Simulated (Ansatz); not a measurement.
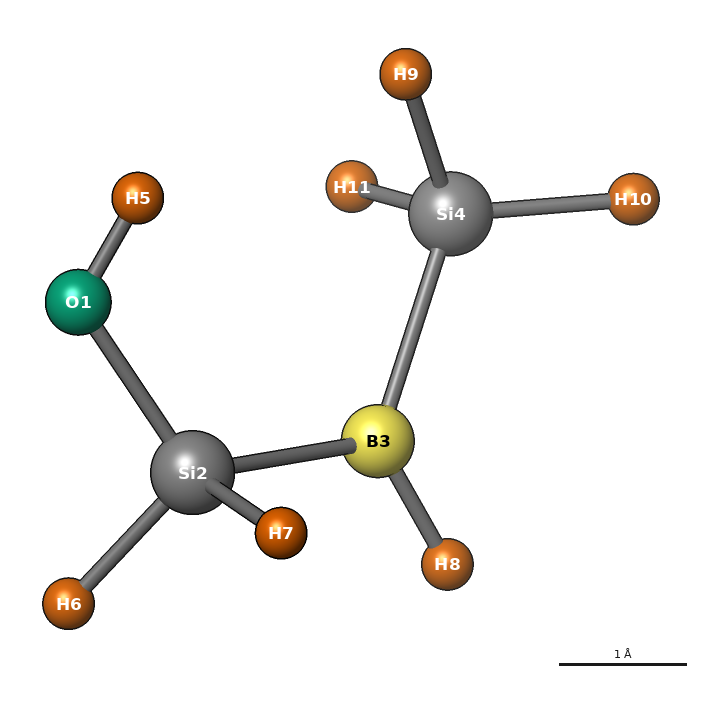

Computed geometry: PBE0-D4/def2-TZVP optimisation.

Which atoms are bonded, and how long are the bonds?

```tsv
bond	length (Å)	order
O1–Si2	1.654	single
O1–H5	0.958	single
Si2–B3	2.001	single
Si2–H6	1.486	single
Si2–H7	1.500	single
B3–Si4	2.005	single
B3–H8	1.198	single
Si4–H9	1.492	single
Si4–H10	1.488	single
Si4–H11	1.495	single
```
